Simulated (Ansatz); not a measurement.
The figure comes from a scan of AlNi (CsCl type): one Ni atom of a 2-atom cell moves by s along Cartesian x, with its periodic images. The numbers are results of PBE (plane waves to 420 eV, PAW, scalar-relativistic; Ansatz, a quantum-chemistry and plane-wave program), not measurements. k mesh 13×13×13 (Γ-centred), Fermi-Dirac smearing 0.05 eV. With partly filled bands, energies and forces of such displacements shift with the k mesh and the smearing. F∥ is the force on the atom along that direction. AlNi is run without spin polarisation. AlNi was relaxed with its symmetry unable to fall. The PAW data are Ansatz's earlier set. 

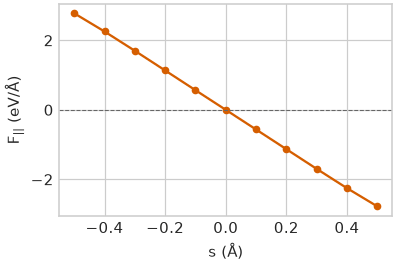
Figure. F∥ (eV/Å) against s (Å); markers are the computed points, lines only join them.

Problem. List the plotted points as numbers.

Solution. To the nearest 0.1:

| s (Å) | F∥ (eV/Å) |
|---|---|
| -0.500 | 2.8 |
| -0.400 | 2.3 |
| -0.300 | 1.7 |
| -0.200 | 1.1 |
| -0.100 | 0.6 |
| 0.000 | 0.0 |
| 0.100 | -0.6 |
| 0.200 | -1.1 |
| 0.300 | -1.7 |
| 0.400 | -2.3 |
| 0.500 | -2.8 |

(A displaced cell: forces are minus the slopes of the energy, force constants its curvatures, and phonons follow from these.)
